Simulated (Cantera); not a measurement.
Input: 1 mol Si₃N₄, 1.2 mol N₂O, a varied amount of H₂, equilibrated at 1450 K and 5.50 Pa.

Equilibrium computed with Cantera from the NASA thermochemical tables; the gas is ideal and each condensed phase is pure. Candidate condensed phases: H₂O, Si, SiO₂, Si₂N₂O, Si₃N₄; 35 gas species. Mutual solubility and eutectic melting of coexisting phases are not modelled. Equilibrium is a limit: real reactors are often held back by kinetics, nucleation or transport.

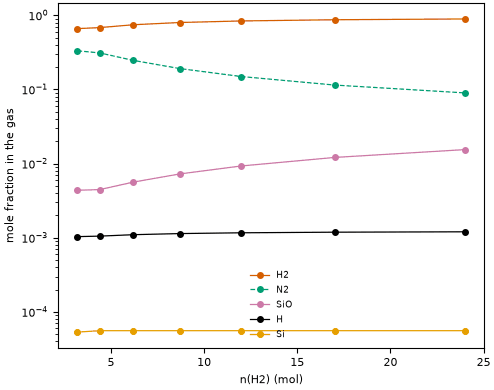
Fig. 1. Equilibrium gas composition (values under 1e-9 drawn at 1e-9)

**Question.** Read off the mole fractions at 12 mol H₂.

**Answer.** H₂ about 0.84, N₂ about 0.15, SiO about 0.0093, H about 0.0012, Si about 5.6e-5.
